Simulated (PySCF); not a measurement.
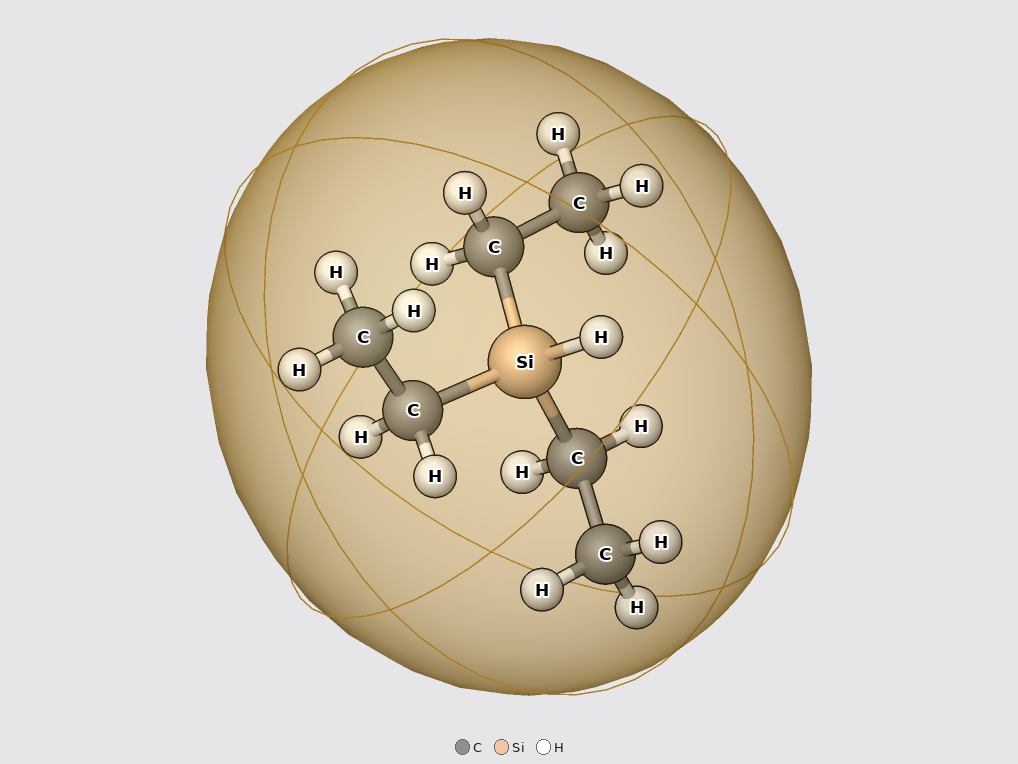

The ellipsoid shows the static dipole polarisability: its half-axes are proportional to the principal values. The computed structure is the end point of a PBE0-D3(BJ)/def2-SVP optimisation. No frequency run is at hand to confirm it as a minimum. Level of theory: B3LYP/def2-SVPD (PySCF 2.14.0).

Question: Give the principal values, the mean and the anisotropy.

Answer: Principal values 88.5, 109.6, 109.7 bohr³; mean 102.6 bohr³ (15.20 Å³); anisotropy 21.2 bohr³, so the longest axis is 1.24 times the shortest.
